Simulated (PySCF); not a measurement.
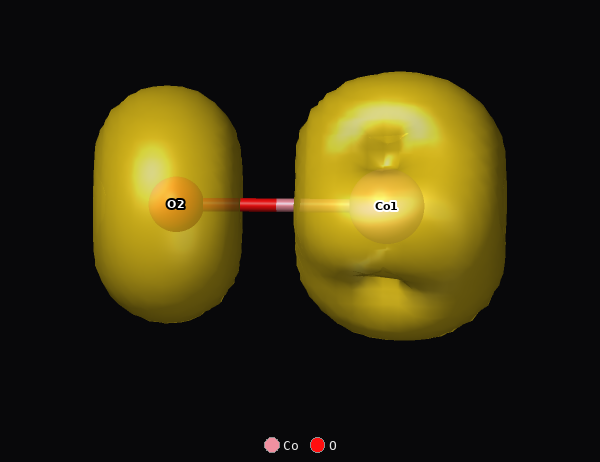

CoO (quartet). Isosurfaces of the spin density (α minus β) at +0.06 (yellow) and −0.06 e/Å³ (cyan), seen from one side.

⟨S²⟩ = 3.84, above the pure value of 3.75.

Theory: PBE0/def2-TZVPP, non-relativistic Hamiltonian with scalar-relativistic core potentials where named, at a bond length of 1.614 Å (PySCF 2.14.0).

Which atoms carry the spin?

Answer. The unpaired spin (3 electrons) lies mostly on Co1 (about 2.3) and O2 (about 0.7), in electrons by Hirshfeld's partition.
